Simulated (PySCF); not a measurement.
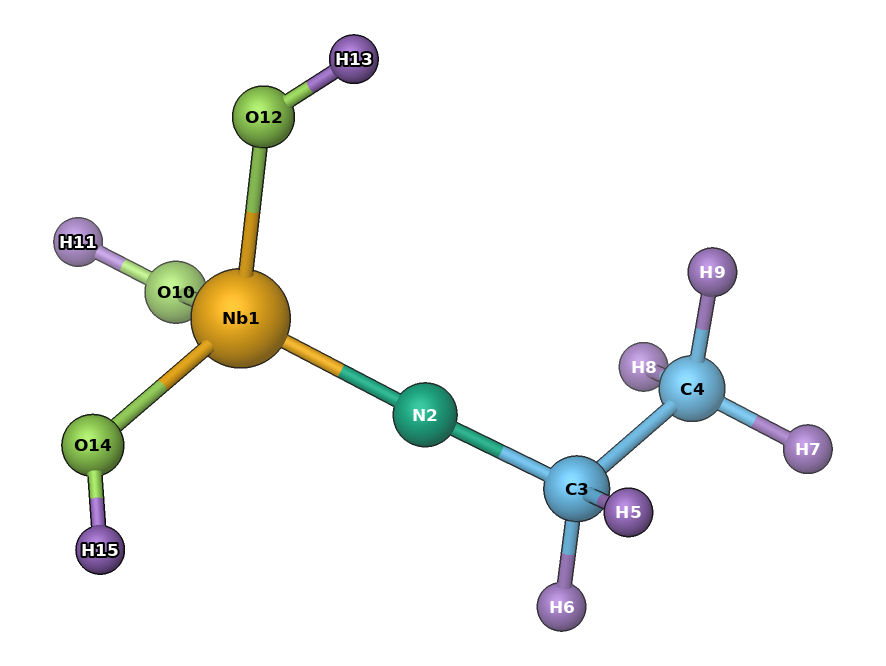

O10 lies behind Nb1. The molecule seen a little off the Nb1–O10 bond, Nb1 in front. Atoms fade into the background with distance from the viewer. Charge 0, singlet. The geometry was computed by an optimisation with PBE0-D3(BJ)/def2-SVP. No frequency run is at hand to confirm it as a minimum.

Question: What is the torsion angle O12–Nb1–O10–H11? The sign is positive where the front bond must turn clockwise to cover the back bond.

Answer: −61°, synclinal (gauche).
